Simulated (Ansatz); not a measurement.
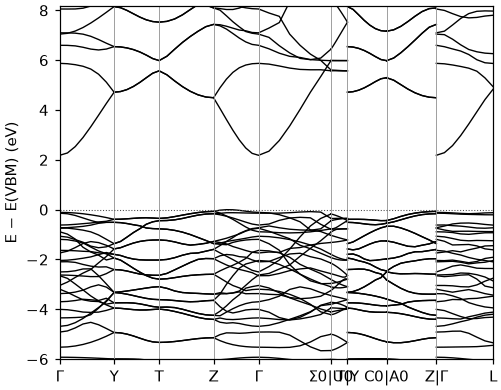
*Band structure from r²SCAN (plane waves, PAW; program Ansatz)*

Read off the gap and where the band edges lie.

About 2.2 eV (2.18 eV by a search for the band edges); maximum on the Z–Γ line, 33 % of the way from Z, minimum at Γ.

Which compound is it?
(A) Cs2As3, Fmmm (Cs on 8f, Cs on 8h, As on 16n, As on 8i)
(B) Cs2Pd3Se4, Fmmm (Cs on 8i, Pd on 4a, Pd on 8e, Se on 16m)
(C) Cd2SiO4, Fddd (Cd on 16f, Si on 8a, O on 32h)
(D) Rb2VAgS4, Fddd (Rb on 16g, V on 8a, Ag on 8b, S on 32h)

C, Cd2SiO4, Fddd (Cd on 16f, Si on 8a, O on 32h)

The workflow started from a Materials Project entry (that database holds measured and hypothetical structures alike); the Crystallography Open Database copy checked does not list it. Its standing as an ambient phase is unchecked. The cell was relaxed with r²SCAN under the symmetry of its start; whether a distortion lowers the energy is not shown. Spin–orbit coupling is left out wherever it is not named.

Potentials: the later of the program's two PAW sets.
